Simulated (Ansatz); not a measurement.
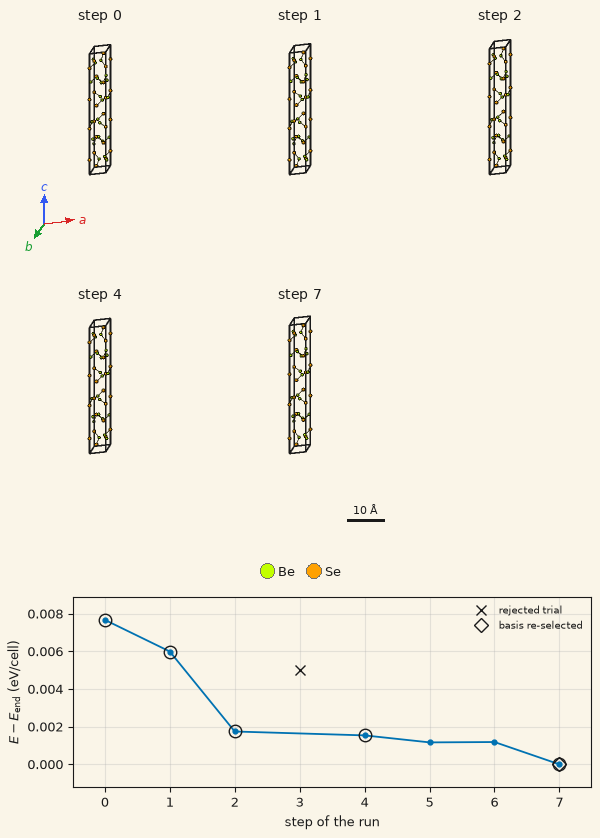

Frames of a relaxation of solid Be3Se2 (built on the corundum_167 type), marked on the history of the run. The picture is a ball-and-stick view of the conventional cell (3 times the calculation's cell), seen from a free direction. Lengths and directions refer to the drawn axes.

Case: corundum type (R-3c, No. 167).

All numbers below come from DFT PBE, scalar-relativistic, plane waves, PAW in Ansatz 0.2.0.

The input:
```yaml
crystal:
  lattice:
    - [2.2956415638, 1.3253892748, 12.3793583342]
    - [-2.2956415638, 1.3253892748, 12.3793583342]
    - [0.0, -2.6507785496, 12.3793583342]
  atoms:
    - { symbol: Be, position: [0.5208057446, 0.9791942554, 0.25] }
    - { symbol: Be, position: [0.25, 0.5208057446, 0.9791942554] }
    - { symbol: Be, position: [0.9791942554, 0.25, 0.5208057446] }
    - { symbol: Be, position: [0.4791942554, 0.0208057446, 0.75] }
    - { symbol: Be, position: [0.75, 0.4791942554, 0.0208057446] }
    - { symbol: Be, position: [0.0208057446, 0.75, 0.4791942554] }
    - { symbol: Se, position: [0.3796678758, 0.3796678758, 0.3796678758] }
    - { symbol: Se, position: [0.1203321242, 0.1203321242, 0.1203321242] }
    - { symbol: Se, position: [0.6203321242, 0.6203321242, 0.6203321242] }
    - { symbol: Se, position: [0.8796678758, 0.8796678758, 0.8796678758] }
basis:
  ecutwfc: 420
kpoints:
  mp_grid: { grid: [6, 6, 6] }
hamiltonian:
  xc: pbe
scf:
  occupations: { method: gaussian, width: 0.02 }
output:
  forces: true
  stress: true
  eigenvalues: true
relax:
  adjacent_minimum: "off"
  f_tol: 0.01
  max_steps: 80
  cell: { stress_tol: 0.05 }
```

Command:
```bash
ansatz run input.yaml --threads 1 --pin off --max-ram 2560MiB --backend cpu --events-out ev --progress --plain --runs-dir out
```

Question: Describe the path.

Answer: The energy falls by 7.7 meV per cell of the calculation in 5 accepted moves (7 points after the start). The largest force component goes from 0.0055 to 0.0013 eV/Å. Pressure: 0.09 GPa at the start and 0.01 GPa at the end. The line search rejected the trial step at point 3 of the run. At 1 point the geometry stayed and the basis and grid were re-selected for the new cell (energy shift of 1.2 meV per cell of the calculation at most each time). The largest moves relative to the cell, 0.078 Å, are those of Se7, Se8, Se9 and Se10. Se9 goes along −c. Largest moves by element: Se 0.078 Å, Be 0.002 Å. The volume changes by +5.7 %, with a = b 4.591 → 4.580 Å (−0.2 %), c 37.138 → 39.447 Å (+6.2 %). The space group stays R-3c (No. 167). The run took 92 s on 1 thread of Intel(R) Xeon(R) 6975P-C (Granite Rapids), with other jobs on the host, peak memory 0.67 GiB. From step 0 to 1: volume +0.7 %, energy −1.7 meV per cell of the calculation. From step 1 to 2: Se atoms move most (0.05 Å), volume +3.3 %, energy −4.2 meV per cell of the calculation. From step 2 to 4: volume +0.1 %, energy −0.2 meV per cell of the calculation. From step 4 to 7: Se atoms move most (0.02 Å), volume +1.5 %, energy −1.5 meV per cell of the calculation.

```
step  E − E(0), meV/atom  largest force component, eV/Å  pressure, GPa  volume, Å³/atom                      note
   0                0.00                         0.0055           0.09           22.599                          
   1               -0.17                         0.0033           0.06           22.766                          
   2               -0.59                         0.0167           0.04           23.517                          
   3               -0.27                         0.1261          -0.39           23.653                  rejected
   4               -0.61                         0.0006           0.00           23.544                          
   5               -0.65                         0.0017           0.00           23.794                          
   6               -0.65                         0.0013           0.01           23.890                          
   7               -0.77                         0.0013           0.01           23.890  same geometry, new basis
```
